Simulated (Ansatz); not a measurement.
# [GaFH3]- (GaH₃F−): spin-state energies by level

Is the singlet the ground state of [GaFH3]- (GaH₃F−)? Other spin states are computed and compared level by level.

Program: Ansatz 0.2.0, Gaussian basis. Level of theory: as each input shows. These are calculated values, not measurements.

Plan: triplet, at the geometry of the singlet (PBE0-D4/def2-TZVPD, PBE-D4/def2-TZVPD, r2SCAN-D4/def2-TZVPD); the singlet's energies come from earlier runs.

### Step 1. The geometry

The geometry is that of the singlet, from an earlier relaxation (r2SCAN-D4/def2-TZVPD).

5 atoms, charge -1, spin multiplicity 1.

Atoms are counted from 1 here; the program's logs count them from 0.

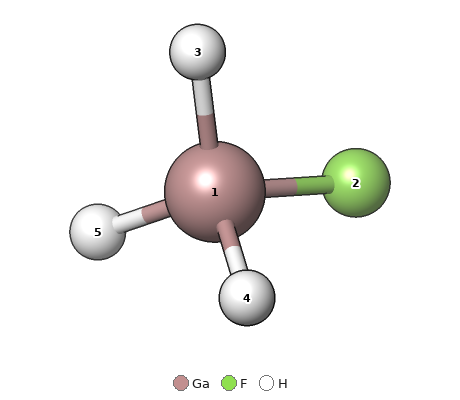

The structure; gallium pink, fluorine green, hydrogen white; atoms are numbered from 1 in the order of the file.

The ion is computed in the gas phase, without counter-ions or solvent.

### Step 2. Triplet at the fixed geometry, PBE0-D4/def2-TZVPD

File in.yaml:

```yaml
crystal:
  periodic: [false, false, false]
  atoms:
    - {symbol: Ga, position_ang: [-0.000551, 0.001149, -0.101310]}
    - {symbol: F, position_ang: [0.011043, -0.018945, 1.748321]}
    - {symbol: H, position_ang: [1.544333, 0.010648, -0.558796]}
    - {symbol: H, position_ang: [-0.781526, 1.343782, -0.529573]}
    - {symbol: H, position_ang: [-0.773300, -1.336633, -0.558632]}
basis:
  gaussian: {orbitals: def2-TZVPD}
total_charge: -1
magnetization: {spin_polarized: true, initial_magnetization: 2}
hamiltonian: {xc: pbe0, dispersion: d4}
scf: {omitted_lower_state_checks: [starts]}
output: {orbitals: {seedname: orbitals}}
```

Command:

```
ansatz run in.yaml --threads 4 --pin off --events-out ev --progress --plain --max-ram 3916MiB
```

The program printed:

```text
Functional definition: PBE0
  name "PBE0"
  cite "Adamo & Barone, J. Chem. Phys. 110, 6158 (1999) doi:10.1063/1.478522"
  cite "Perdew, Burke & Ernzerhof, Phys. Rev. Lett. 77, 3865 (1996) doi:10.1103/PhysRevLett.77.3865"
  parent pbe
  parameter a = 0.25
  parameter kappa = 0.804
  parameter beta = 0.06672455060314922
  exchange = (1 - a)*pbe_x(kappa = kappa, mu = beta*pi^2/3) + a*exact_x
  correlation = pbe_c(beta = beta)
these checks for a lower state are left out or cut short: starts
774 factors; their error is unknown
mean field evaluation 1: about -55114.7491 eV, gradient 6.2e1 eV
mean field evaluation 2: about -55093.4707 eV, gradient 1.1e2 eV
mean field evaluation 4: about -55131.4387 eV, gradient 6.0e0 eV
mean field evaluation 8: about -55131.6288 eV, gradient 1.4e-1 eV
mean field evaluation 16: about -55131.8079 eV, gradient 1.1e-2 eV
mean field evaluation 32: about -55131.8079 eV, gradient 2.6e-5 eV
mean field -55131.80792891 eV, -2026.0565717058 hartree, gradient 7.7e-6 eV, S^2 2.008991; 0 other end points of the search recorded, 0 dependent functions left out
reference -55131.80796000 eV, -2026.0565728483 hartree; 23, 21 occupied and 98, 100 virtual orbitals, 774 factors
Total energy: -55131.87620016 eV, -2026.0590806279 hartree
Checks for a lower state left out: starts
```

It took 3.7 s on 4 threads of Arm Neoverse V2, shared host.

From the report: HOMO 2.16 eV, LUMO -2.36 eV (over both spins; with the spin held, an empty level of the minority spin lies below the top filled one); ⟨S²⟩ 2.009 (pure: 2.00). Doubts: highest occupied level lies above zero.

### Step 3. Triplet at the fixed geometry, PBE-D4/def2-TZVPD

start.molden holds the orbitals of an earlier run on this state, given as this run's starting guess.

Changes to in.yaml since step 2:

```diff
@@ -9,6 +9,6 @@
 basis:
-  gaussian: {orbitals: def2-TZVPD}
+  gaussian: {orbitals: def2-TZVPD, initial_orbitals: start.molden}
 total_charge: -1
 magnetization: {spin_polarized: true, initial_magnetization: 2}
-hamiltonian: {xc: pbe0, dispersion: d4}
+hamiltonian: {xc: pbe, dispersion: d4}
 scf: {omitted_lower_state_checks: [starts]}
```

Launched as before.

The program printed:

```text
Functional definition: PBE
  name "PBE"
  cite "Perdew, Burke & Ernzerhof, Phys. Rev. Lett. 77, 3865 (1996) doi:10.1103/PhysRevLett.77.3865"
  parent pbe
  parameter kappa = 0.804
  parameter beta = 0.06672455060314922
  exchange = pbe_x(kappa = kappa, mu = beta*pi^2/3)
  correlation = pbe_c(beta = beta)
these checks for a lower state are left out or cut short: starts
726 factors; their error is unknown
mean field evaluation 1: about -55130.9999 eV, gradient 6.8e0 eV
mean field evaluation 2: about -55131.1304 eV, gradient 3.0e-1 eV
mean field evaluation 4: about -55131.1126 eV, gradient 4.1e-2 eV
mean field evaluation 8: about -55131.1126 eV, gradient 2.2e-5 eV
mean field -55131.11258830 eV, -2026.0310184098 hartree, gradient 9.8e-6 eV, S^2 2.004463; 0 other end points of the search recorded, 0 dependent functions left out
reference -55131.11262948 eV, -2026.0310199229 hartree; 23, 21 occupied and 98, 100 virtual orbitals, 726 factors
Total energy: -55131.19493566 eV, -2026.0340446195 hartree
Checks for a lower state left out: starts
```

Run time: 2.6 s. Hardware: 4 threads of Arm Neoverse V2, shared host.

HOMO 2.49 eV, LUMO -3.00 eV (over both spins; with the spin held, an empty level of the minority spin lies below the top filled one); ⟨S²⟩ 2.004 (pure: 2.00). Doubts: highest occupied level lies above zero.

### Step 4. Triplet at the fixed geometry, r2SCAN-D4/def2-TZVPD

Changes to in.yaml since step 3:

```diff
@@ -12,3 +12,3 @@
 magnetization: {spin_polarized: true, initial_magnetization: 2}
-hamiltonian: {xc: pbe, dispersion: d4}
+hamiltonian: {xc: r2scan, dispersion: d4}
 scf: {omitted_lower_state_checks: [starts]}
```

The command is unchanged.

The program printed, cut to the lines that bear on the results:

```text
Functional definition: r2SCAN
  name "r2SCAN"
  cite "Furness, Kaplan, Ning, Perdew & Sun, J. Phys. Chem. Lett. 11, 8208 (2020) doi:10.1021/acs.jpclett.0c02405"
  cite "Furness, Kaplan, Ning, Perdew & Sun, J. Phys. Chem. Lett. 11, 9248 (2020) doi:10.1021/acs.jpclett.0c03077"
  parent r2scan
[...]
726 factors; their error is unknown
[...]
mean field -55140.19093539 eV, -2026.3646415116 hartree, gradient 1.2e-5 eV, S^2 2.009623; 0 other end points of the search recorded, 0 dependent functions left out
reference -55140.19096192 eV, -2026.3646424866 hartree; 23, 21 occupied and 98, 100 virtual orbitals, 726 factors
Total energy: -55140.20973820 eV, -2026.3653325024 hartree
Checks for a lower state left out: starts
```

It took 6 s on 4 threads of Arm Neoverse V2, shared host.

From the report: HOMO 2.52 eV, LUMO -2.93 eV (over both spins; with the spin held, an empty level of the minority spin lies below the top filled one); ⟨S²⟩ 2.010 (pure: 2.00). Doubts: highest occupied level lies above zero.

### Step 5. Triplet less singlet, vertical

The singlet's energies are those of its earlier runs, whose logs aren't repeated here.

```csv
level,"triplet less singlet, vertical (kJ/mol)",time
PBE-D4/def2-TZVPD,+509.1,3.2 s
r2SCAN-D4/def2-TZVPD,+537.5,7.4 s
PBE0-D4/def2-TZVPD,+551.8,4.6 s
```

Times add the two runs; a level without a time comes out of a correlated run.

### Step 6. What came out

| quantity | value |
| --- | --- |
| triplet less singlet, vertical, functionals in def2-TZVPD | +509.1 (PBE-D4) to +551.8 kJ/mol (PBE0-D4) |

**Reading.** All functionals put the triplet above the singlet, over a spread of 42.7 kJ/mol. The checks for a lower triplet were left out, so another state of that spin may lie lower. These are electronic energies, without zero-point motion, entropy or surroundings.

The anion's highest level is positive in at least one run, so there the basis alone may hold the extra electron.
